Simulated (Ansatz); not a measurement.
# C3H12GaN3 (SMILES C[NH][Ga]([NH]C)[NH]C): what the fields show

```yaml
atoms:
  - { symbol: C, position_ang: [-1.8839, 1.9933, -0.9650] }
  - { symbol: N, position_ang: [-0.9699, 0.9120, -1.2407] }
  - { symbol: Ga, position_ang: [-0.0644, -0.0626, 0.0014] }
  - { symbol: N, position_ang: [1.1806, -1.2792, -0.5303] }
  - { symbol: C, position_ang: [1.5584, -1.5621, -1.8933] }
  - { symbol: N, position_ang: [-0.2931, 0.2872, 1.7728] }
  - { symbol: C, position_ang: [0.4483, -0.3118, 2.8555] }
  - { symbol: H, position_ang: [-1.7167, 2.3750, 0.0457] }
  - { symbol: H, position_ang: [-1.7329, 2.8401, -1.6458] }
  - { symbol: H, position_ang: [-2.9420, 1.7027, -1.0298] }
  - { symbol: H, position_ang: [-1.0117, 0.5857, -2.1914] }
  - { symbol: H, position_ang: [1.5203, -1.9596, 0.1282] }
  - { symbol: H, position_ang: [1.2558, -0.7370, -2.5436] }
  - { symbol: H, position_ang: [2.6452, -1.6623, -2.0041] }
  - { symbol: H, position_ang: [1.1001, -2.4762, -2.2964] }
  - { symbol: H, position_ang: [-1.1113, 0.7871, 2.0769] }
  - { symbol: H, position_ang: [1.3779, -0.7448, 2.4769] }
  - { symbol: H, position_ang: [-0.0967, -1.1156, 3.3704] }
  - { symbol: H, position_ang: [0.7360, 0.4281, 3.6127] }
```

Geometry: PBE0-D4/def2-TZVP.

Level of theory: Ansatz 0.2.0, RKS PBE0-D4/def2-TZVPP.

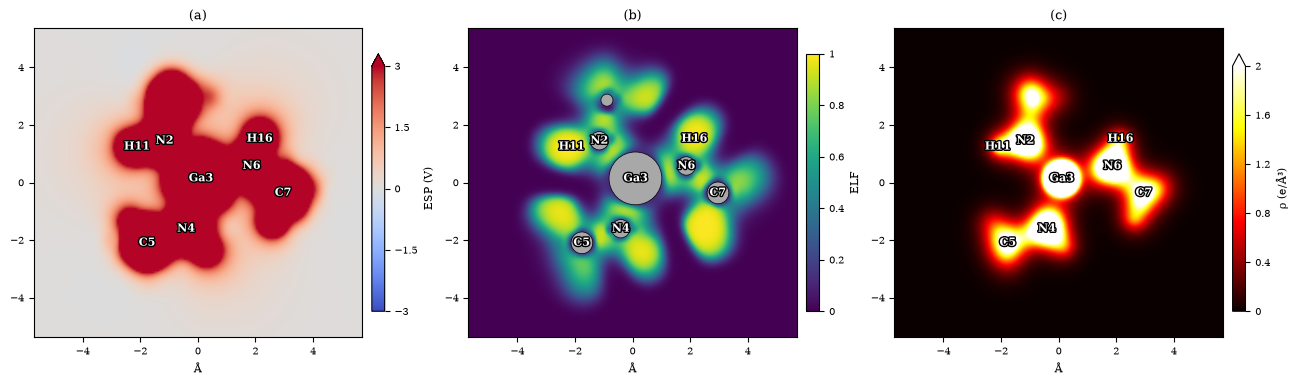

Figure 1. (a) molecular electrostatic potential; (b) electron localisation function; (c) electron density on the plane of atoms Ga3, N6 and C7. Grey discs cover the atomic cores in the ELF map.

**Describe what can be read from this map.**

Atoms in the plane: N, Ga, C and H. C–N (1.44 Å): ρ is about 1.9 e/Å³ halfway; the ELF peaks at about 0.90 between the atoms; a covalent bond. Ga–N (1.82 Å): ρ at the midpoint is about 0.92 e/Å³; the ELF peaks at about 0.85 in the valence shell of N, 0.6 Å from its nucleus, and is about 0.35 at the midpoint. N–H (1.01 Å): ρ is about 2.9 e/Å³ halfway; the ELF climbs to about 1 towards the hydrogen, as it does in any bond to H (an ordinary covalent bond to hydrogen). The potential has no marked negative region in this plane.

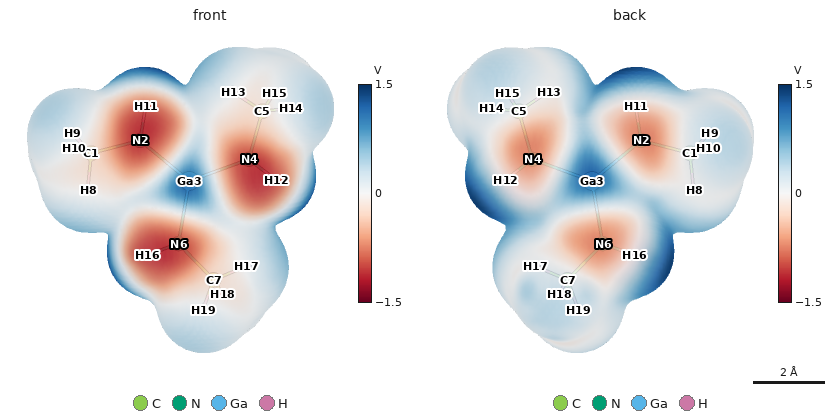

Figure 2. The electrostatic potential painted on the density surface at 0.002 e/bohr³, seen from the front and from behind; the colour scale runs from red (negative) to blue (positive).

**Describe the electrostatic potential map.**

The most negative region (about −1.1 V) lies over N2, N4 and N6, the most positive (about +1.4 V) over H11, H12 and H16.

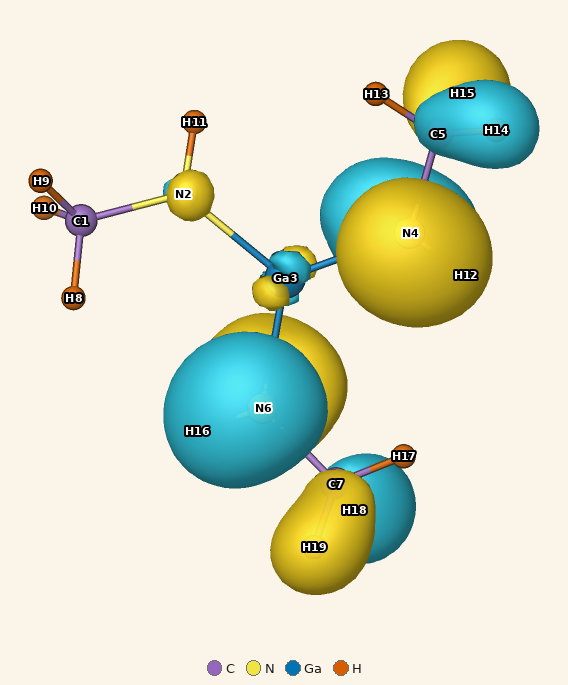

Figure 3. The HOMO at ±0.08 Å⁻³ᐟ² (yellow and cyan are the two phases), seen across its widest extent.

**Describe this orbital and give its energy.**

Its weight (Hirshfeld) is mainly on N6 (about 35 %), N4 (about 30 %) and Ga3 (about 10 %). It is one of a degenerate set, so its orientation is arbitrary. Its energy is −6.04 eV.
